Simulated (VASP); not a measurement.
# A VASP study of Gallium (PBEsol): structure first, properties next, part 2 of 5

Wanted: the relaxed cell of Gallium and its properties. The start is a cell from a database of measured crystal structures.

VASP 6.6.1; PBEsol; plane waves and PAW (Ga_d).

Still holding for the runs below: The k-mesh is coarse for a metal.

So far. Step 2 (Relaxing cell and atoms (PBEsol)): It ends with a largest force of 0.005 eV/Å and a pressure of -0.02 GPa. The volume lies -3.3 % from that of the database's start, which holds the thermal and zero-point expansion of its experiment. The relaxed cell has a, b, c = 4.513, 7.519, 4.470 Å (conventional setting).

**3. Second relaxation**

The basis stayed that of the start cell while the cell moved. A rerun from the cell reached resets it; the error of the finite cutoff stays. The mesh changes with the cell too.

INCAR reads:

```
SYSTEM = Ga
PREC = Accurate
ENCUT = 400
EDIFF = 1E-06
NELM = 100
ISMEAR = 1
SIGMA = 0.2
LREAL = .FALSE.
ALGO = Normal
GGA = PS
NBANDS = 32
LORBIT = 11
LWAVE = .FALSE.
LCHARG = .FALSE.
KPAR = 4
IBRION = 2
NSW = 60
ISIF = 3
EDIFFG = -0.01
```

POSCAR reads:

```
Ga
1.0
    2.2564251553     -3.7592904492      0.0000000000
    2.2564251553      3.7592904492      0.0000000000
    0.0000000000      0.0000000000      4.4696481004
Ga
4
Direct
    0.8428779596      0.1571220404      0.0874078285
    0.6571220404      0.3428779596      0.5874078285
    0.1571220404      0.8428779596      0.9125921715
    0.3428779596      0.6571220404      0.4125921715
```

KPOINTS reads:

```
Automatic mesh
0
Gamma
5 5 5
0 0 0
```

Potentials, in the order of the species: Ga_d (PBE family, release 64).

The run is started by

```bash
mpirun -np 4 vasp_std
```

Log:

```text
[banner, memory and clock lines left out]
running    4 mpi-ranks, on    1 nodes
 distrk:  each k-point on    1 cores,    4 groups
 distr:  one band on    1 cores,    1 groups

 POSCAR found type information on POSCAR Ga
 POSCAR found :  1 types and       4 ions
 [... a notice as in an earlier step ...]

 LDA part: xc-table for (Slater+PW92), standard interpolation
 POSCAR, INCAR and KPOINTS ok, starting setup
 FFT: planning ... GRIDC
 FFT: planning ... GRID_SOFT
 FFT: planning ... GRID
 WAVECAR not read
 entering main loop
       N       E                     dE             d eps       ncg     rms          rms(c)
DAV:   1     0.326143584228E+03    0.32614E+03   -0.22479E+04  1760   0.267E+03
DAV:   2     0.238485513059E+02   -0.30230E+03   -0.29686E+03  1792   0.500E+02
DAV:   3    -0.126554891582E+02   -0.36504E+02   -0.36244E+02  2000   0.140E+02
DAV:   4    -0.136237520025E+02   -0.96826E+00   -0.96728E+00  1928   0.276E+01
DAV:   5    -0.136439870065E+02   -0.20235E-01   -0.20234E-01  2136   0.397E+00    0.277E+00
DAV:   6    -0.134769933703E+02    0.16699E+00   -0.35661E-01  2144   0.852E+00    0.142E+00
DAV:   7    -0.134418889111E+02    0.35104E-01   -0.79185E-02  2504   0.312E+00    0.369E-01
DAV:   8    -0.134382791731E+02    0.36097E-02   -0.15876E-02  1968   0.143E+00    0.450E-02
DAV:   9    -0.134383692657E+02   -0.90093E-04   -0.10374E-03  1984   0.360E-01    0.247E-02
DAV:  10    -0.134383726267E+02   -0.33610E-05   -0.23015E-04  2048   0.183E-01    0.568E-03
DAV:  11    -0.134383717918E+02    0.83491E-06   -0.39647E-05  2048   0.801E-02    0.436E-03
DAV:  12    -0.134383714954E+02    0.29640E-06   -0.65378E-06  2016   0.287E-02
   1 F= -.13438371E+02 E0= -.13437306E+02  d E =-.134384E+02
 curvature:   0.00 expect dE= 0.000E+00 dE for cont linesearch  0.000E+00
 trial: gam= 0.00000 g(F)=  0.107E-02 g(S)=  0.880E-03 ort = 0.000E+00 (trialstep = 0.100E+01)
 search vector abs. value=  0.195E-02
 bond charge predicted
       N       E                     dE             d eps       ncg     rms          rms(c)
DAV:   1    -0.134461433434E+02   -0.77716E-02   -0.32064E-01  2152   0.463E+00    0.549E-01
DAV:   2    -0.134413730924E+02    0.47703E-02   -0.28283E-02  2032   0.228E+00    0.270E-01
DAV:   3    -0.134395628656E+02    0.18102E-02   -0.33423E-03  2736   0.588E-01    0.710E-02
DAV:   4    -0.134394631059E+02    0.99760E-04   -0.79935E-04  1784   0.228E-01    0.139E-02
DAV:   5    -0.134394595370E+02    0.35689E-05   -0.69578E-05  2024   0.748E-02    0.505E-03
DAV:   6    -0.134394596160E+02   -0.79024E-07   -0.58948E-06  1976   0.232E-02
   2 F= -.13439460E+02 E0= -.13438166E+02  d E =-.108812E-02
[... from here on, the cycles between the ionic steps are left out ...]
   3 F= -.13439461E+02 E0= -.13438165E+02  d E =-.108934E-02
   4 F= -.13439571E+02 E0= -.13438205E+02  d E =-.109796E-03
   5 F= -.13439591E+02 E0= -.13438141E+02  d E =-.129814E-03
   6 F= -.13439601E+02 E0= -.13438178E+02  d E =-.140401E-03
   7 F= -.13439638E+02 E0= -.13438192E+02  d E =-.364929E-04
   8 F= -.13439641E+02 E0= -.13438191E+02  d E =-.400723E-04
   9 F= -.13439651E+02 E0= -.13438215E+02  d E =-.948839E-05
 trial-energy change:   -0.000009  1 .order   -0.000012   -0.000045    0.000020
 step:   0.7104(harm=  0.7104)  dis= 0.00050  next Energy=   -13.439657 (dE=-0.155E-04)
 bond charge predicted
       N       E                     dE             d eps       ncg     rms          rms(c)
DAV:   1    -0.134396906517E+02   -0.39503E-04   -0.14346E-03  2072   0.364E-01    0.413E-02
DAV:   2    -0.134396603173E+02    0.30334E-04   -0.15645E-04  2128   0.163E-01    0.183E-02
DAV:   3    -0.134396523677E+02    0.79496E-05   -0.16863E-05  2856   0.384E-02    0.519E-03
DAV:   4    -0.134396514561E+02    0.91164E-06   -0.18772E-06  1208   0.122E-02
  10 F= -.13439651E+02 E0= -.13438211E+02  d E =-.101471E-04
 curvature:  -0.65 expect dE=-0.112E-04 dE for cont linesearch -0.280E-05
 trial: gam=-0.00310 g(F)=  0.953E-05 g(S)=  0.755E-05 ort = 0.186E-04 (trialstep = 0.965E+00)
 search vector abs. value=  0.170E-04
 reached required accuracy - stopping structural energy minimisation
```

It took 25 s on 4 MPI ranks of Intel Xeon 6975P-C (Granite Rapids), shared host; peak memory 0.79 GiB; 97 s of CPU time.

Parts of OUTCAR (step 3):

```text
  LATTYP: Found a base centered orthorhombic cell.
 ALAT       =     4.5128503106
 B/A-ratio  =     1.6660381756
 C/A-ratio  =     0.9904268462

 Found     27 irreducible k-points:

   ENCUT  =  400.0 eV  29.40 Ry    5.42 a.u.   7.15  7.15  7.29*2*pi/ulx,y,z

   NELECT =      52.0000    total number of electrons

 E-fermi :   5.1427

 k-point     1 :       0.0000    0.0000    0.0000
  band No.  band energies     occupation
    ...
     22       0.9371      2.00000
     23       1.3683      2.00000
     24       3.3332      2.00000
     25       3.4041      2.00000
     26       4.5450      2.00020
     27       6.0151     -0.00000
     28       6.1981     -0.00000
     29       6.3566     -0.00000
     30      10.3762      0.00000
     31      10.6969      0.00000
    ...

 k-point     2 :       0.2000    0.0000    0.0000
  band No.  band energies     occupation
    ...
     22       0.0815      2.00000
     23       1.3667      2.00000
     24       1.6102      2.00000
     25       3.7276      2.00000
     26       4.2315      2.00000
     27       6.3775     -0.00000
     28       7.7281     -0.00000
     29       8.3696     -0.00000
     30       8.5891     -0.00000
     31       9.5737      0.00000
    ...

  Total        0.0066673      0.0108948     -0.0215135      0.0000000      0.0000000      0.0000000
  in kB        0.1411990      0.2307289     -0.4556099      0.0000000      0.0000000      0.0000000
  external PRESSURE =      -0.0278940 kB  Pullay stress =       0.0000000 kB

  energy-cutoff  :      400.00
  volume of cell :       75.65
      direct lattice vectors                 reciprocal lattice vectors
     2.248389812 -3.756075811 -0.000000000     0.222381367 -0.133117654 -0.000000000
     2.248389812  3.756075811  0.000000000     0.222381367  0.133117654  0.000000000
     0.000000000 -0.000000000  4.479118499     0.000000000 -0.000000000  0.223258215

 POSITION                                       TOTAL-FORCE (eV/Angst)
 -----------------------------------------------------------------------------------
      2.24839     -2.58090      0.38848         0.000000      0.004528     -0.005375
      2.24839     -1.17518      2.62803         0.000000     -0.004528     -0.005375
      2.24839      2.58090      4.09064         0.000000     -0.004528      0.005375
      2.24839      1.17518      1.85108         0.000000      0.004528      0.005375
 -----------------------------------------------------------------------------------
    total drift:                               -0.000000     -0.000000     -0.000000

  FREE ENERGIE OF THE ION-ELECTRON SYSTEM (eV)
  ---------------------------------------------------
  free  energy   TOTEN  =       -13.4396514561 eV

  energy  without entropy=      -13.4353309915  energy(sigma->0) =      -13.43821130

 total charge
# of ion       s       p       d       tot
------------------------------------------
    1        0.952   0.740   9.961  11.654
    2        0.952   0.740   9.961  11.654
    3        0.952   0.740   9.961  11.654
    4        0.952   0.740   9.961  11.654
--------------------------------------------------
tot          3.808   2.961  39.845  46.614

[... 5 parts as in an earlier step ...]

[... 7 further parts left out ...]
```

CONTCAR:

```
Ga
   1.00000000000000
     2.2483898120750476   -3.7560758114146053   -0.0000000000000000
     2.2483898120750476    3.7560758114146053    0.0000000000000000
     0.0000000000000000   -0.0000000000000000    4.4791184989901920
  Ga
     4
Direct
     0.8435631202600511    0.1564368797399489    0.0867302799515086
     0.6564368797399489    0.3435631202600511    0.5867302799515085
     0.1564368797399489    0.8435631202600511    0.9132697200484915
     0.3435631202600511    0.6564368797399489    0.4132697200484914
```

Relaxation path:

```csv
step,energy less that of the first step (eV),largest force (eV/Å),pressure (GPa),volume (Å³)
1,0.0000,0.0746,-0.17,75.83
2,-0.0011,0.0109,0.11,75.61
3,-0.0011,0.0091,0.00,75.61
4,-0.0012,0.0113,-0.02,75.61
5,-0.0012,0.0140,-0.02,75.62
6,-0.0012,0.0149,-0.01,75.62
7,-0.0013,0.0066,0.07,75.61
8,-0.0013,0.0065,0.05,75.61
9,-0.0013,0.0069,-0.09,75.67
10,-0.0013,0.0070,0.00,75.65
```

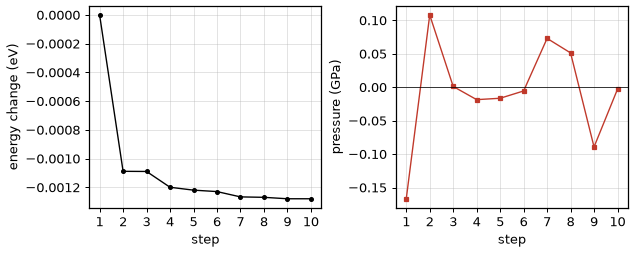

Energy and pressure along the relaxation.

```csv
"conventional cell, symmetrised",before,after,change
a (Å),4.513,4.497,-0.4 %
b (Å),7.519,7.512,-0.1 %
c (Å),4.470,4.479,+0.2 %
volume (Å³/atom),18.96,18.91,-0.2 %
```

The relaxed structure:

```cif
data_structure
_symmetry_space_group_name_H-M 'P 1'
_symmetry_Int_Tables_number 1
_cell_length_a 4.3776
_cell_length_b 4.3776
_cell_length_c 4.4791
_cell_angle_alpha 90.000
_cell_angle_beta 90.000
_cell_angle_gamma 118.190
_cell_volume 75.65
loop_
_atom_site_label
_atom_site_type_symbol
_atom_site_fract_x
_atom_site_fract_y
_atom_site_fract_z
_atom_site_occupancy
Ga1 Ga 0.84356 0.15644 0.08673 1
Ga2 Ga 0.65644 0.34356 0.58673 1
Ga3 Ga 0.15644 0.84356 0.91327 1
Ga4 Ga 0.34356 0.65644 0.41327 1
```

Numbers from this step:

```
free energy (TOTEN)             : -13.44 eV
energy at zero smearing         : -13.44 eV
Fermi energy                    : 5.143 eV
pressure                        : -0.002789 GPa
SCF cycles over all ionic steps : 52
```

It ends with a largest force of 0.007 eV/Å and a pressure of 0.00 GPa.

**4. Density, ELF and potential (PBEsol)**

The relaxed cell gets a fresh self-consistent run, on a basis set for its own volume, to fix the density and to check the remaining stress.

INCAR, as its differences from that of step 3:

```diff
@@ -13,7 +13,5 @@
 LWAVE = .FALSE.
-LCHARG = .FALSE.
-KPAR = 4
-IBRION = 2
-NSW = 60
-ISIF = 3
-EDIFFG = -0.01
+LCHARG = .TRUE.
+ISIF = 2
+LELF = .TRUE.
+LVHAR = .TRUE.
```

POSCAR reads:

```
Ga
1.0
    2.2483898121     -3.7560758114      0.0000000000
    2.2483898121      3.7560758114      0.0000000000
    0.0000000000      0.0000000000      4.4791184990
Ga
4
Direct
    0.8435631203      0.1564368797      0.0867302800
    0.6564368797      0.3435631203      0.5867302800
    0.1564368797      0.8435631203      0.9132697200
    0.3435631203      0.6564368797      0.4132697200
```

KPOINTS is that of step 3.

The run is started by

```bash
mpirun -np 4 vasp_std
```

Log:

```text
[banner, memory and clock lines left out]
running    4 mpi-ranks, on    1 nodes
 distrk:  each k-point on    4 cores,    1 groups
 distr:  one band on    1 cores,    4 groups

 POSCAR found type information on POSCAR Ga
 POSCAR found :  1 types and       4 ions
 [... a notice as in an earlier step ...]

 LDA part: xc-table for (Slater+PW92), standard interpolation
 POSCAR, INCAR and KPOINTS ok, starting setup
 FFT: planning ... GRIDC
 FFT: planning ... GRID_SOFT
 FFT: planning ... GRID
 WAVECAR not read
 entering main loop
       N       E                     dE             d eps       ncg     rms          rms(c)
DAV:   1     0.327215148215E+03    0.32722E+03   -0.22373E+04  1760   0.269E+03
DAV:   2     0.234043774192E+02   -0.30381E+03   -0.29771E+03  1808   0.503E+02
DAV:   3    -0.126375799440E+02   -0.36042E+02   -0.35844E+02  1880   0.140E+02
DAV:   4    -0.136253136175E+02   -0.98773E+00   -0.98298E+00  2040   0.277E+01
DAV:   5    -0.136457576529E+02   -0.20444E-01   -0.20442E-01  2016   0.400E+00    0.278E+00
DAV:   6    -0.134779985150E+02    0.16776E+00   -0.35844E-01  2128   0.854E+00    0.143E+00
DAV:   7    -0.134426104828E+02    0.35388E-01   -0.80086E-02  2424   0.313E+00    0.369E-01
DAV:   8    -0.134390220519E+02    0.35884E-02   -0.16492E-02  2016   0.145E+00    0.452E-02
DAV:   9    -0.134391125725E+02   -0.90521E-04   -0.10578E-03  2040   0.365E-01    0.250E-02
DAV:  10    -0.134391145543E+02   -0.19818E-05   -0.22952E-04  2104   0.183E-01    0.533E-03
DAV:  11    -0.134391142349E+02    0.31932E-06   -0.39038E-05  2000   0.795E-02    0.471E-03
DAV:  12    -0.134391137890E+02    0.44597E-06   -0.72451E-06  2056   0.313E-02
   1 F= -.13439114E+02 E0= -.13437673E+02  d E =-.432100E-02
```

The job ended after 6 s (4 MPI ranks; peak memory 0.46 GiB; 21 s of CPU time).

Parts of OUTCAR (step 4):

```text
  LATTYP: Found a base centered orthorhombic cell.
 ALAT       =     4.4967796242
 B/A-ratio  =     1.6705625471
 C/A-ratio  =     0.9960724948

 Found     27 irreducible k-points:

   ENCUT  =  400.0 eV  29.40 Ry    5.42 a.u.   7.14  7.14  7.30*2*pi/ulx,y,z

   NELECT =      52.0000    total number of electrons

 E-fermi :   5.1427

 k-point     1 :       0.0000    0.0000    0.0000
  band No.  band energies     occupation
    ...
     22       0.9371      2.00000
     23       1.3682      2.00000
     24       3.3332      2.00000
     25       3.4041      2.00000
     26       4.5450      2.00020
     27       6.0151     -0.00000
     28       6.1981     -0.00000
     29       6.3566     -0.00000
     30      10.3762      0.00000
     31      10.6969      0.00000
    ...

 k-point     2 :       0.2000   -0.0000    0.0000
  band No.  band energies     occupation
    ...
     22       0.0815      2.00000
     23       1.3667      2.00000
     24       1.6102      2.00000
     25       3.7276      2.00000
     26       4.2315      2.00000
     27       6.3775     -0.00000
     28       7.7281     -0.00000
     29       8.3696     -0.00000
     30       8.5891     -0.00000
     31       9.5737      0.00000
    ...

  Total       -0.0039742      0.0043409     -0.0289316      0.0000000     -0.0000000      0.0000000
  in kB       -0.0841652      0.0919317     -0.6127088      0.0000000     -0.0000000      0.0000000
  external PRESSURE =      -0.2016475 kB  Pullay stress =       0.0000000 kB

  energy-cutoff  :      400.00
  volume of cell :       75.65
      direct lattice vectors                 reciprocal lattice vectors
     2.248389812 -3.756075811  0.000000000     0.222381367 -0.133117654  0.000000000
     2.248389812  3.756075811  0.000000000     0.222381367  0.133117654  0.000000000
     0.000000000  0.000000000  4.479118499     0.000000000  0.000000000  0.223258215

 POSITION                                       TOTAL-FORCE (eV/Angst)
 -----------------------------------------------------------------------------------
      2.24839     -2.58090      0.38848         0.000000      0.004902     -0.005188
      2.24839     -1.17518      2.62803         0.000000     -0.004902     -0.005188
      2.24839      2.58090      4.09064         0.000000     -0.004902      0.005188
      2.24839      1.17518      1.85108         0.000000      0.004902      0.005188
 -----------------------------------------------------------------------------------
    total drift:                               -0.000000      0.000000     -0.000000

  FREE ENERGIE OF THE ION-ELECTRON SYSTEM (eV)
  ---------------------------------------------------
  free  energy   TOTEN  =       -13.4391137890 eV

  energy  without entropy=      -13.4347927889  energy(sigma->0) =      -13.43767346

[... 5 parts as in an earlier step ...]

[... 7 further parts left out ...]
```

This step gave:

```yaml
scf_cycles: 12
pressure: -0.02016 GPa
```

Valence electrons inside each PAW sphere by angular momentum. Sphere charges, by row:

```csv
atom,s (e),p (e),d (e),tot (e)
Ga1,0.952,0.74,9.961,11.65
Ga2,0.952,0.74,9.961,11.65
Ga3,0.952,0.74,9.961,11.65
Ga4,0.952,0.74,9.961,11.65
```

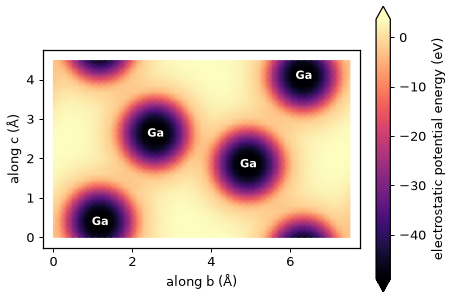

Electrostatic potential energy in the bc plane of the conventional cell at fractional x = 0.000, with atoms of Ga within 0.2 Å of it. With pseudopotentials it is smooth inside the atoms' cores, unlike the true potential.

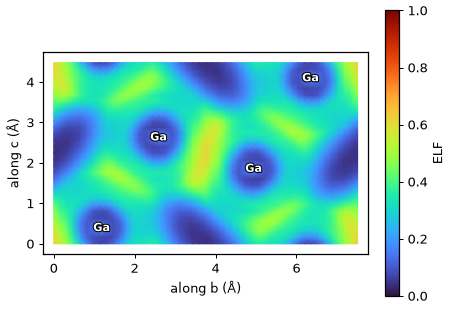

ELF in the bc plane of the conventional cell at fractional x = 0.000, with atoms of Ga within 0.2 Å of it. It is the smooth field of the valence electrons, not physical close to the nuclei.

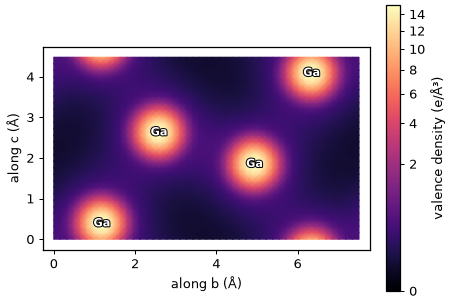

Valence density in the bc plane of the conventional cell at fractional x = 0.000, with atoms of Ga within 0.2 Å of it. It is the smooth field of the valence electrons, not physical close to the nuclei. The colour scale is stretched toward low values.

In this run the pressure is -0.02 GPa, small enough to go on.

[end of part 2 of 5]

[Lines on the potential files, build, host, timing and source positions are cut from VASP's logs without a mark.]

[Logs are printed without paths, hosts, clocks, repeated set-up lines and the standing remarks that a program may print on its own settings, such as how far it seeks lower states.]

[Hosts, paths, dates, database ids (printed as entryN), source tags and the programs' standing remarks are cut or masked in the printed files.]

[A measured line is paired with the nearest computed mode of its activity, which favours agreement.]
